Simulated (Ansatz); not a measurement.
```xyz
11

B    -0.4729    1.0535    0.4915
C     0.5186    0.0060   -0.1403
C     0.0412   -1.4470   -0.0665
O    -0.7390    2.2576   -0.0571
H    -0.2865    2.4053   -0.8971
H    -1.0362    0.8340    1.5413
H     0.7867    0.2743   -1.1786
H     1.4570    0.1045    0.4404
H    -0.2003   -1.7327    0.9687
H     0.8010   -2.1516   -0.4369
H    -0.8696   -1.6040   -0.6654
```

These are results of Ansatz 0.2.0, RKS CAM-B3LYP/def2-SVP, not measurements.

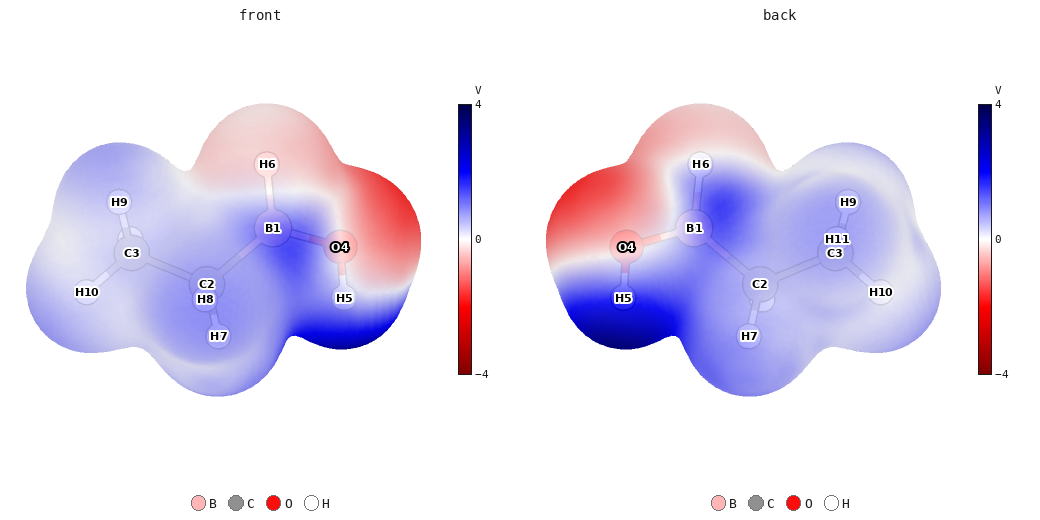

C$_{2}$H$_{7}$BO. The electrostatic potential painted on the density surface at 0.004 e/bohr³, seen from the front and from behind; red is negative and blue positive.

Where is the surface potential most negative and most positive?

Answer. The most negative region (about −1.6 V) lies over O4, the most positive (about +3.3 V) over H5. O4 is the likeliest acceptor of a hydrogen bond.
